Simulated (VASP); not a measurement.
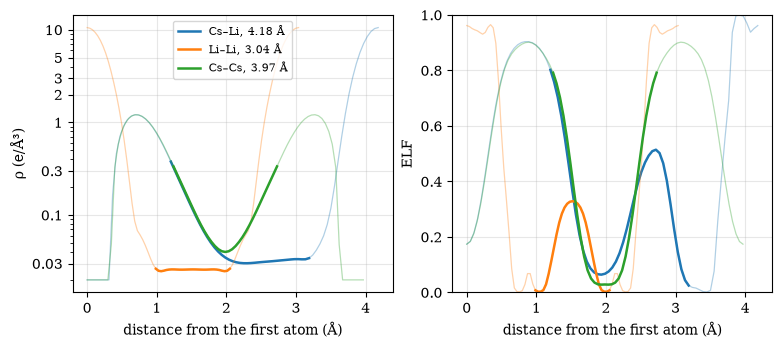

CsLi2. Valence charge density (pseudo) and ELF along straight lines between neighbouring atoms. Thin, pale parts lie inside the atomic spheres.

Space group P-6m2; a generated structure, not necessarily the stable one.

Level of theory: Kohn-Sham DFT of a periodic cell, r2SCAN, VASP PAW PBE potentials, recommended in VASP 6.6.1.

In a PAW calculation such maps are meaningful between the atoms, not at the nuclei.

Question: What can be read from the curves?

Answer: Cs–Li (4.18 Å): the density is about 0.03 e/Å³ at the midpoint; the ELF is about 0.10 at the midpoint: no shared electron pair shows on this line.
Li–Li (3.04 Å): the density is about 0.03 e/Å³ at the midpoint; the ELF is about 0.35 at the midpoint.
Cs–Cs (3.97 Å): the density is about 0.04 e/Å³ at the midpoint; the ELF is about 0 at the midpoint: no localised pair shows between them.
